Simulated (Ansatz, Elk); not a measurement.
## ZrRhS3: X-ray structure factors from the self-consistent density

The structure of ZrRhS3 used here is made up (a known structure type with other elements) and was relaxed beforehand with PBEsol. The aim is the Fourier transform of its all-electron density, F(hkl), set beside the sum over free spherical atoms that refinements use.

Method: DFT, PBE, all-electron APW+lo, Dirac cores, scalar-relativistic bands, static density, no spin, in Elk 11.2.3 (patched build).

The structure was built from a prototype and need not be the compound's stable phase.

## (1) The starting structure

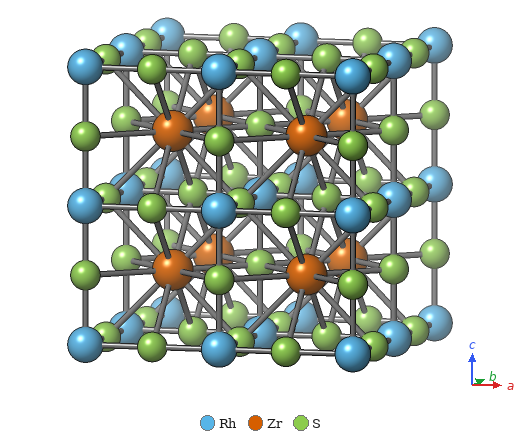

Start, viewed slightly off an axis; rhodium blue, zirconium orange, sulfur green. 2×2×2 cells are drawn. Some periodic images of atoms are drawn too.

As a file:

```cif
data_structure
_symmetry_space_group_name_H-M 'Pm-3m'
_symmetry_Int_Tables_number 221
_cell_length_a 4.4998
_cell_length_b 4.4998
_cell_length_c 4.4998
_cell_angle_alpha 90.000
_cell_angle_beta 90.000
_cell_angle_gamma 90.000
_cell_volume 91.11
loop_
_atom_site_label
_atom_site_type_symbol
_atom_site_symmetry_multiplicity
_atom_site_Wyckoff_symbol
_atom_site_fract_x
_atom_site_fract_y
_atom_site_fract_z
_atom_site_occupancy
Rh1 Rh 1 a 0.00000 0.00000 0.00000 1
Zr1 Zr 1 b 0.50000 0.50000 0.50000 1
S1 S 3 d 0.50000 0.00000 0.00000 1
```

## (2) Ground state and structure factors

An all-electron density is needed, since X-rays see the cores too. Task 0 finds the density and task 195 Fourier-transforms it; tshift is off so that phases refer to the origin typed.

elk.in reads:

```
tasks
  0
  195

xctype
  20

spinpol
  .false.

rgkmax
  7.0

gmaxvr
  14.0

lmaxo
  7

lmaxapw
  8

swidth
  0.002

tshift
  .false.

ramdisk
  .false.

hmaxvr
  5.5

maxscl
  120

epspot
  1e-06

sppath
  './'

avec
  8.50344044967 -0.00000000000 0.00000000000
  -0.00000000000 8.50344044967 0.00000000000
  -0.00000000000 0.00000000000 8.50344044967

atoms
  3
  'Rh.in'
  1
  -0.0000000000 0.0000000000 0.0000000000   0.000000 0.000000 0.000000
  'Zr.in'
  1
  0.5000000000 0.5000000000 0.5000000000   0.000000 0.000000 0.000000
  'S.in'
  3
  0.5000000000 0.0000000000 -0.0000000000   0.000000 0.000000 0.000000
  -0.0000000000 0.5000000000 -0.0000000000   0.000000 0.000000 0.000000
  -0.0000000000 0.0000000000 0.5000000000   0.000000 0.000000 0.000000

ngridk
  5 5 5
```

Command:

```
$ OMP_NUM_THREADS=4 elk
```

Numbers of over 12 decimals in the logs are rounded to 6 here.

Log:

```text
┌─────────────────────────┐
│ Elk code version 11.2.3 │
└─────────────────────────┘

All units are atomic (Hartree, Bohr, etc.)

┌─────────────────────────────────────────────────┐
│ Ground-state run starting from atomic densities │
└─────────────────────────────────────────────────┘

Lattice vectors :
   8.503440450      -0.000000000       0.000000000
  -0.000000000       8.503440450       0.000000000
  -0.000000000       0.000000000       8.503440450

Reciprocal lattice vectors :
  0.7388991955       0.000000000       0.000000000
   0.000000000      0.7388991955       0.000000000
  -0.000000000      -0.000000000      0.7388991955

Unit cell volume      :    614.8710193
Brillouin zone volume :   0.4034182872

Muffin-tin inner radius fraction :   0.1000000000E-01

Nuclei treated as point charges

Species : 1 (Rh)
 parameters loaded from : Rh.in
 name : rhodium
 nuclear charge    :   -45.00000000
 electronic charge :    45.00000000
 atomic mass :    187585.2511
 muffin-tin radius :    2.275931788
 number of radial points in muffin-tin :   1193
 inner part over the whole radius :   0.9917100504E-02
 number on inner part of muffin-tin    :    846
 approximate nuclear radius :   0.8524867730E-04
 number of mesh points to nuclear radius :    426
 atomic positions (lattice), magnetic fields (Cartesian) :
  1 :   0.00000000  0.00000000  0.00000000    0.00000000  0.00000000  0.00000000

Species : 2 (Zr)
 parameters loaded from : Zr.in
 name : zirconium
 nuclear charge    :   -40.00000000
 electronic charge :    40.00000000
 atomic mass :    166291.1793
 muffin-tin radius :    2.600000000
 number of radial points in muffin-tin :   1193
 inner part over the whole radius :   0.9967875514E-02
 number on inner part of muffin-tin    :    848
 approximate nuclear radius :   0.8202877663E-04
 number of mesh points to nuclear radius :    417
 atomic positions (lattice), magnetic fields (Cartesian) :
  1 :   0.50000000  0.50000000  0.50000000    0.00000000  0.00000000  0.00000000

Species : 3 (S)
 parameters loaded from : S.in
 name : sulphur
 nuclear charge    :   -16.00000000
 electronic charge :    16.00000000
 atomic mass :    58450.91931
 muffin-tin radius :    1.925788436
 number of radial points in muffin-tin :    793
 inner part over the whole radius :   0.9909157885E-02
 number on inner part of muffin-tin    :    552
 approximate nuclear radius :   0.6195814986E-04
 number of mesh points to nuclear radius :    253
 atomic positions (lattice), magnetic fields (Cartesian) :
  1 :   0.50000000  0.00000000  0.00000000    0.00000000  0.00000000  0.00000000
  2 :   0.00000000  0.50000000  0.00000000    0.00000000  0.00000000  0.00000000
  3 :   0.00000000  0.00000000  0.50000000    0.00000000  0.00000000  0.00000000

Total number of atoms per unit cell :    5
Total muffin-tin volume :    212.7541441
 ratio of muffin-tin to unit cell volume :   0.3460142655

Spin treatment :
 spin-unpolarised

Number of Bravais lattice symmetries :   48
Number of crystal symmetries         :   48
Crystal has inversion symmetry
Real symmetric eigensolver will be used

k-point grid :      5     5     5
k-point offset :    0.000000000       0.000000000       0.000000000
k-point set is reduced with full crystal symmetry group
Total number of k-points :       10

Muffin-tin radius times maximum |G+k| :    7.000000000
 using average radius
Maximum |G+k| for APW functions       :    3.285367871
Maximum (1/2)|G+k|²                   :    5.396821022
Maximum |G| for potential and density :    14.00000000
Constant for pseudocharge density :    9
 order of it for each species :   16  16  16
 order of it for pair densities of each species (exact exchange by exxq0 0: 17) :   11  14   7
Radial integration step length :    1

G-vector grid sizes :     40    40    40
Number of G-vectors :    28425

Maximum angular momentum used for
 APW functions            :    8
 outer part of muffin-tin :    7
 inner part of muffin-tin :    2

Total nuclear charge    :   -133.0000000
[...]
exchange                    :     -323.83229895648
 correlation                 :     -6.371295
 electron entropic           :    -0.39132260232100E-03
 total energy                :     -9584.0972076136

Density of states at Fermi energy :    28.44088580
 (states/Hartree/unit cell)

Estimated indirect band gap :   0.3660162487E-02
 from k-point 6 to k-point 2
Estimated direct band gap   :   0.4067881709E-01
 at k-point 2

Charges :
 core                        :    86.00000000
 valence                     :    47.00000000
 interstitial                :    11.22978486
 muffin-tins (core leakage)
  species : 1 (Rh)
   atom 1                    :    43.33020079     ( -0.7012068437E-07)
  species : 2 (Zr)
[...]
species : 3 (S)
[...]
total in muffin-tins        :    121.7702151
 total calculated charge     :    132.9977102
 total charge                :    133.0000000
 error                       :   0.2289798159E-02

RMS change in Kohn-Sham potential (target) :   0.3886670597     (  0.1000000000E-05)
Absolute change in total energy (target)   :   0.2209495909     (  0.1000000000E-03)

[... loops 3 to 17 left out ...]

┌──────────────────┐
│ Loop number : 18 │
└──────────────────┘

Energies :
 Fermi                       :     0.310089
 sum of occupied eigenvalues :     -5656.6745291720
 electron kinetic            :      9909.7493924242
 core electron kinetic       :      9650.4691993575
 Coulomb                     :     -19161.518628407
 Coulomb potential           :     -15136.624309119
 nuclear-nuclear             :     -1111.1549927412
 electron-nuclear            :     -20986.712112200
 Hartree                     :      2936.3484765345
 Madelung                    :     -11593.206473847
 xc potential                :     -429.79961247700
 exchange                    :     -323.93636127146
 correlation                 :     -6.379602
 electron entropic           :    -0.54509736934348E-03
 total energy                :     -9582.0857445587

Density of states at Fermi energy :    38.54765948
 (states/Hartree/unit cell)

Estimated indirect band gap :   0.9408585426E-02
 from k-point 3 to k-point 1
Estimated direct band gap   :   0.1093583182E-01
 at k-point 3

Charges :
 core                        :    86.00000000
 valence                     :    47.00000000
 interstitial                :    11.07328698
 muffin-tins (core leakage)
  species : 1 (Rh)
[...]
species : 2 (Zr)
[...]
species : 3 (S)
[...]
total in muffin-tins        :    121.9267130
 total calculated charge     :    132.9975797
 total charge                :    133.0000000
 error                       :   0.2420317166E-02

RMS change in Kohn-Sham potential (target) :   0.1007418647E-06 (  0.1000000000E-05)
Absolute change in total energy (target)   :   0.3848742745E-04 (  0.1000000000E-03)

Convergence targets achieved

┌──────────────────┐
│ Loop number : 19 │
└──────────────────┘

Energies :
 Fermi                       :     0.310089
 sum of occupied eigenvalues :     -5656.6745198187
 electron kinetic            :      9909.7494008785
 core electron kinetic       :      9650.4692083171
 Coulomb                     :     -19161.518624714
 Coulomb potential           :     -15136.624311616
 nuclear-nuclear             :     -1111.1549927412
 electron-nuclear            :     -20986.712101872
 Hartree                     :      2936.3484698993
 Madelung                    :     -11593.206468906
 xc potential                :     -429.79960908099
 exchange                    :     -323.93636107370
 correlation                 :     -6.379602
 electron entropic           :    -0.54509764020253E-03
 total energy                :     -9582.0857321880

Density of states at Fermi energy :    38.54767625
 (states/Hartree/unit cell)

Estimated indirect band gap :   0.9408574628E-02
 from k-point 3 to k-point 1
Estimated direct band gap   :   0.1093580234E-01
 at k-point 3

Charges :
 core                        :    86.00000000
 valence                     :    47.00000000
 interstitial                :    11.07328663
 muffin-tins (core leakage)
  species : 1 (Rh)
[...]
species : 2 (Zr)
[...]
species : 3 (S)
   atom 1                    :    13.67831904     (  0.4354877745E-03)
   atom 2                    :    13.67831904     (  0.4354877745E-03)
   atom 3                    :    13.67831904     (  0.4354877745E-03)
 total in muffin-tins        :    121.9267134
 total calculated charge     :    132.9975797
 total charge                :    133.0000000
 error                       :   0.2420317402E-02

┌──────────────────────────────┐
│ Self-consistent loop stopped │
└──────────────────────────────┘

Warning : core states of species 3 leak from the muffin-tin :   0.4354877745E-03

Wrote STATE.OUT
```

Elapsed: 20 s, on 4 threads of Intel Xeon at 2.60GHz (Ice Lake), shared host; peak memory 0.21 GiB; 41 s of CPU time.

SFACRHO.OUT:

```text

h k l indices transformed by vhmat matrix:
   1.000000000       0.000000000       0.000000000    
   0.000000000       1.000000000       0.000000000    
   0.000000000       0.000000000       1.000000000    

      h      k      l  multipl.   |H|            Re(F)            Im(F)           |F|

      0      0      0      1   0.0000000       133.00000      0.11088657E-15   133.00000    
      0      1      0      6  0.73889920       19.515015      0.60273073E-14   19.515015    
      0     -1      1     12   1.0449613       59.263689      0.63660508E-14   59.263689    
      1     -1     -1      8   1.2798109      -29.412605     -0.53427908E-14   29.412605    
     -2      0      0      6   1.4777984       96.714166      0.99932723E-14   96.714166    
     -1      0     -2     24   1.6522288       13.987447     -0.95738550E-14   13.987447    
     -2      1      1     24   1.8099260       50.738876     -0.24090928E-14   50.738876    
     -2      2      0     12   2.0899225       82.886640     -0.10359680E-13   82.886640    
     -2     -1      2     24   2.2166976       11.700903     -0.15734108E-13   11.700903    
      3      0      0      6   2.2166976       11.662837      0.12502252E-13   11.662837    
     -3      0     -1     24   2.3366044       45.215870      0.80892265E-14   45.215870    
     -3     -1      1     24   2.4506514      -21.461785     -0.12222011E-13   21.461785    
      2      2      2      8   2.5596219       75.082450     -0.23757524E-13   75.082450    
      0     -2     -3     24   2.6641389       10.680218     -0.15192612E-13   10.680218    
     -2      3      1     48   2.7647076       41.332189      0.15866997E-15   41.332189    
      0      0      4      6   2.9555968       69.485055     -0.15223856E-13   69.485055    
      0      4     -1     24   3.0465594       9.7761523      0.33164488E-14   9.7761523    
      3      2      2     24   3.0465594       9.9400284      0.17927931E-13   9.9400284
```

Elk indexes on the primitive cell of elk.in and gives |H| = 4π sin θ/λ in inverse bohr. Below, one row stands for each form hkl of the conventional cell (m members, Friedel mates merged), F is for one primitive cell and the density is static (no thermal factor). Free-atom factors are Waasmaier and Kirfel's, and R is Σm||F|−|F'||/Σm|F|.

```tsv
hkl	m	sin θ/λ (Å⁻¹)	abs F, DFT	neutral atoms	diff.
100	6	0.111	19.515	19.304	+0.211
110	12	0.157	59.264	59.620	-0.357
111	8	0.193	29.413	29.130	+0.282
200	6	0.222	96.714	96.819	-0.105
210	24	0.248	13.987	14.073	-0.086
211	24	0.272	50.739	50.818	-0.079
220	12	0.314	82.887	83.027	-0.140
221	24	0.333	11.701	11.853	-0.152
300	6	0.333	11.663	11.853	-0.190
310	24	0.351	45.216	45.142	+0.074
311	24	0.368	21.462	21.507	-0.045
222	8	0.385	75.082	75.001	+0.081
320	24	0.401	10.680	10.624	+0.056
321	48	0.416	41.332	41.188	+0.144
```

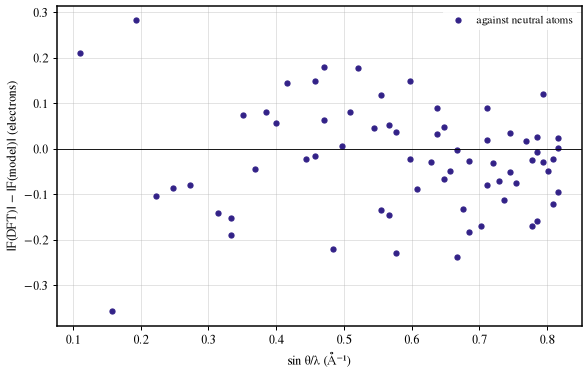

Difference between the calculated structure factors and the independent-atom ones.

## (3) The highest occupied states alone

An energy window below the Fermi level keeps the highest occupied states, to see at which angles they scatter; shallow core shells can lie inside it and anion s states outside. No new self-consistency is needed.

Changes to elk.in since step 2:

```diff
@@ -1,3 +1,2 @@
 tasks
-  0
   195
@@ -40,2 +39,5 @@
 
+wsfac
+  -0.057400 0.610090
+
 sppath
```

Command:

```
$ OMP_NUM_THREADS=4 elk
```

Log:

```text
┌─────────────────────────────────┐
│ Elk code version 11.2.3 started │
└─────────────────────────────────┘

Info(readinput): the functional depends on the density's gradient
 muffin-tin radial points multiplied by    2.00000
 (not where nrmtscf is given)

┌────────────────────┐
│ Current task : 195 │
└────────────────────┘
Info(checkmt): changed muffin-tin radius of species 1 (Rh) from   2.6000 to   2.2759
Info(checkmt): changed muffin-tin radius of species 3 (S) from   2.2000 to   1.9258

Info(sfacrho): density structure factors written to SFACRHO.OUT

 Energy window :  -0.5740000000E-01  0.6100900000

┌──────────────────┐
│ Elk code stopped │
└──────────────────┘
```

Wall time 8.4 s (4 threads); peak memory 0.16 GiB; 10 s of CPU time.

States within 10 eV below the Fermi level hold 25.00 electrons; any levels below the window count with the cores. Their amplitudes can exceed the total, where window and core parts have opposite phase:

```tsv
hkl	sin θ/λ (Å⁻¹)	abs F, window	abs F, all
100	0.111	7.542	19.515
110	0.157	3.288	59.264
111	0.193	0.382	29.413
200	0.222	5.283	96.714
210	0.248	2.590	13.987
211	0.272	1.625	50.739
220	0.314	1.259	82.887
221	0.333	0.830	11.701
300	0.333	0.595	11.663
310	0.351	0.699	45.216
```

## (4) Another try

In this try the input is made faulty on purpose, to show what that does.

The input is changed as shown.

Changes to elk.in since step 3:

```diff
@@ -1,2 +1,3 @@
 tasks
+  0
   195
@@ -39,5 +40,2 @@
 
-wsfac
-  -0.057400 0.610090
-
 sppath
@@ -64,3 +62,3 @@
 
-ngridk
+ngrid
   5 5 5
```

Command:

```
$ OMP_NUM_THREADS=4 elk
```

Log:

```text
┌─────────────────────────────────┐
│ Elk code version 11.2.3 started │
└─────────────────────────────────┘

Error(readinput): invalid block name : ngrid
```

Run time: 0.01 s. Hardware: 4 threads; peak memory 0.16 GiB.

The program refused the input before any cycle.

The program's message: “Error(readinput): invalid block name : ngrid”

A key was misspelt on purpose.

## (5) Another functional

The difference from free atoms is small, so it is set against the change that PBEsol makes.

Changes to elk.in since step 4:

```diff
@@ -5,3 +5,3 @@
 xctype
-  20
+  22
 
@@ -62,3 +62,3 @@
 
-ngrid
+ngridk
   5 5 5
```

Command:

```
$ OMP_NUM_THREADS=4 elk
```

Log:

```text
┌─────────────────────────┐
│ Elk code version 11.2.3 │
└─────────────────────────┘

All units are atomic (Hartree, Bohr, etc.)

┌─────────────────────────────────────────────────┐
│ Ground-state run starting from atomic densities │
└─────────────────────────────────────────────────┘

Lattice vectors :
   8.503440450      -0.000000000       0.000000000
  -0.000000000       8.503440450       0.000000000
  -0.000000000       0.000000000       8.503440450

Reciprocal lattice vectors :
  0.7388991955       0.000000000       0.000000000
[...]
species : 1 (Rh)
[...]
species : 2 (Zr)
[...]
species : 3 (S)
[...]
atom 2                    :    13.65860173     (  0.4386167898E-03)
   atom 3                    :    13.65860173     (  0.4386167898E-03)
 total in muffin-tins        :    121.8697076
 total calculated charge     :    132.9975626
 total charge                :    133.0000000
 error                       :   0.2437421977E-02

┌──────────────────────────────┐
│ Self-consistent loop stopped │
└──────────────────────────────┘

Warning : core states of species 3 leak from the muffin-tin :   0.4386167898E-03

Wrote STATE.OUT
[key lines of the parts left out:]
total energy                :     -9575.8247921094
```

It took 20 s on 4 threads; peak memory 0.22 GiB.

Against the first run R = 0.03 %; the largest change is -0.053 at 200.

## (6) A coarser k-mesh

About half the k-points along each axis test the sampling.

Changes to elk.in since step 5:

```diff
@@ -5,3 +5,3 @@
 xctype
-  22
+  20
 
@@ -63,2 +63,2 @@
 ngridk
-  5 5 5
+  2 2 2
```

Command:

```
$ OMP_NUM_THREADS=4 elk
```

Log:

```text
┌─────────────────────────┐
│ Elk code version 11.2.3 │
└─────────────────────────┘

All units are atomic (Hartree, Bohr, etc.)

┌─────────────────────────────────────────────────┐
│ Ground-state run starting from atomic densities │
└─────────────────────────────────────────────────┘

Lattice vectors :
   8.503440450      -0.000000000       0.000000000
  -0.000000000       8.503440450       0.000000000
  -0.000000000       0.000000000       8.503440450

Reciprocal lattice vectors :
  0.7388991955       0.000000000       0.000000000
[...]
species : 1 (Rh)
[...]
species : 2 (Zr)
[...]
species : 3 (S)
[...]
atom 2                    :    13.69646167     (  0.4365321277E-03)
   atom 3                    :    13.69646167     (  0.4365321277E-03)
 total in muffin-tins        :    121.9445122
 total calculated charge     :    132.9974276
 total charge                :    133.0000000
 error                       :   0.2572421959E-02

┌──────────────────────────────┐
│ Self-consistent loop stopped │
└──────────────────────────────┘

Warning : core states of species 3 leak from the muffin-tin :   0.4365321277E-03

Wrote STATE.OUT
[key lines of the parts left out:]
total energy                :     -9582.0308386964
```

Wall time 18 s (4 threads); peak memory 0.2 GiB; 32 s of CPU time.

Against the first run R = 0.09 %; the largest change is +0.159 at 300.

## (7) Settings against the effect

```tsv
run	R against the first run (%)	R against neutral atoms, low angle (%)	wall time
PBE, rgkmax 7	0.00	0.39	20 s
PBEsol	0.03	0.41	20 s
k-mesh 2×2×2	0.09	0.47	18 s
```

## (8) What came out

| Property | Result |
| --- | --- |
| R against neutral atoms, sin θ/λ < 0.3 Å⁻¹ | 0.39 % |
| R against neutral atoms, 0.3 to 0.82 Å⁻¹ | 0.32 % |

**Reading.** Independent neutral atoms miss the calculated amplitudes by R = 0.39 % below 0.3 Å⁻¹ and 0.32 % from there to 0.82 Å⁻¹; by shells, 1.08 % below 0.15 Å⁻¹ (1 form), 0.36 % 0.15 to 0.3 (5 forms), 0.30 % 0.3 to 0.45 (9 forms), 0.32 % above 0.45 (53 forms). Bonding, aspherical density and the tables' own atoms all enter these figures, and the runs don't part them. The largest change of an amplitude is -0.36 electrons, at 110. The window's part falls from 25.0 electrons at the origin to at most 0.40 between 0.45 and 0.82 Å⁻¹. Below 0.3 Å⁻¹ the changes that finished (PBEsol and k-mesh 2×2×2) move F by R = 0.09 % at most, against the 0.39 % that separates it from free atoms. A single amplitude moves by up to 0.16 electrons, against 0.36 for the largest difference from free atoms. The basis has no finished test. These runs have no spin, though d or f shells may be open. The electron count is odd, so without spin the run is a metal by force. Part of the difference isn't bonding: the tables are fits to free atoms and ions calculated by other methods than this functional. Thermal motion, anomalous dispersion and extinction are left out.

[Logs are printed without paths, hosts, clocks, repeated set-up lines and the standing remarks that a program may print on its own settings, such as how far it seeks lower states.]

[Hosts, paths, dates, database ids (printed as entryN), source tags and the programs' standing remarks are cut or masked in the printed files.]
